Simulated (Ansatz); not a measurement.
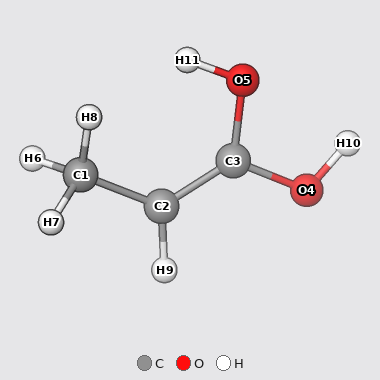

The system is C₃H₆O₂, SMILES CC=C(O)O; the picture shows the reference structure. 
- First axis: dihedral C2–C3–O5–H11. Second axis: dihedral C1–C2–C3–O4.
- Nothing is relaxed (all other coordinates rigid).
- Grid: 12 × 12 points.
- Points are written as (first, second).
- Energies: eV, counted from the relaxed molecule at the same level.
- Energies and slopes of some neighbouring points disagree (a jump in structure or state, or too coarse a mesh). The dihedral twists a double bond; near 90° a spin-restricted reference is unreliable.
- All numbers below come from RKS SPW92 (LDA)/def2-TZVP in Ansatz 0.2.0.

Its coordinates:

```tsv
atom	x (Å)	y (Å)	z (Å)
C	-0.9663	-0.5114	1.0213
C	0.3385	0.0904	0.6652
C	0.7108	0.3657	-0.5861
O	1.8791	0.9394	-0.9001
O	-0.0179	0.1271	-1.6989
H	-0.8902	-1.5726	1.3245
H	-1.4486	0.0220	1.8588
H	-1.7011	-0.4728	0.1927
H	1.0579	0.3281	1.4520
H	1.9441	0.9578	-1.8745
H	-0.8411	-0.3306	-1.4343
```

Range: dihedral C2–C3–O5–H11 from −180 to 150°; dihedral C1–C2–C3–O4 from −180 to 150°.

What landscape does the calculation give?

The lowest grid point is at (0°, −180°), 0.0017 eV from the relaxed molecule at the same level. Other grid points that lie below all their neighbours: (0°, 0°) (0.010 eV higher). The highest grid point, (−90°, −90°), lies 3.39 eV above the lowest.

```
dihedral C1–C2–C3–O4 ↓, dihedral C2–C3–O5–H11 →  −180  −150  −120   −90   −60   −30     0    30    60    90   120   150
                                            150  0.82  0.87  0.80  0.67  0.49  0.36  0.35  0.45  0.57  0.59  0.55  0.64
                                            120  1.88  2.04  2.05  1.88  1.60  1.39  1.38  1.55  1.72  1.72  1.62  1.66
                                             90  3.13  3.16  3.28  3.38  3.10  2.68  2.51  2.73  3.16  3.33  3.19  3.08
                                             60  1.94  1.76  1.73  1.81  1.77  1.57  1.41  1.44  1.66  1.93  2.10  2.08
                                             30  0.86  0.71  0.62  0.64  0.61  0.50  0.39  0.40  0.52  0.68  0.80  0.88
                                              0  0.46  0.38  0.28  0.21  0.13  0.05  0.01  0.06  0.14  0.20  0.25  0.35
                                            −30  0.83  0.87  0.79  0.65  0.47  0.35  0.35  0.47  0.57  0.58  0.54  0.63
                                            −60  1.89  2.05  2.06  1.88  1.59  1.37  1.35  1.53  1.72  1.73  1.63  1.67
                                            −90  3.14  3.16  3.28  3.39  3.11  2.69  2.50  2.70  3.14  3.33  3.20  3.09
                                           −120  1.94  1.76  1.72  1.80  1.78  1.59  1.43  1.46  1.66  1.92  2.07  2.07
                                           −150  0.87  0.72  0.63  0.64  0.61  0.50  0.40  0.43  0.54  0.69  0.79  0.87
                                           −180  0.46  0.40  0.30  0.23  0.14  0.04  0.00  0.06  0.16  0.22  0.26  0.35
```

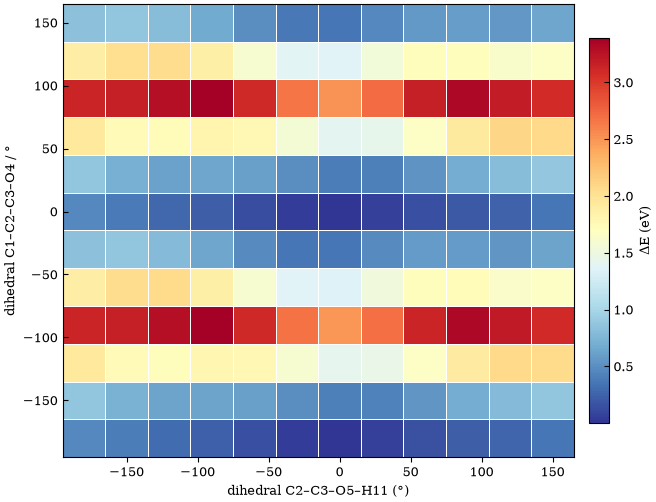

In the figure: one coloured cell a grid point.

Each point was launched as `ansatz run input.yaml --threads 1 --pin off --max-ram 2560MiB --backend cpu --events-out ev --progress --plain --runs-dir out`. Time for the 144 points that were run: 12 min on 1 thread of Arm Neoverse V1, on a shared host.
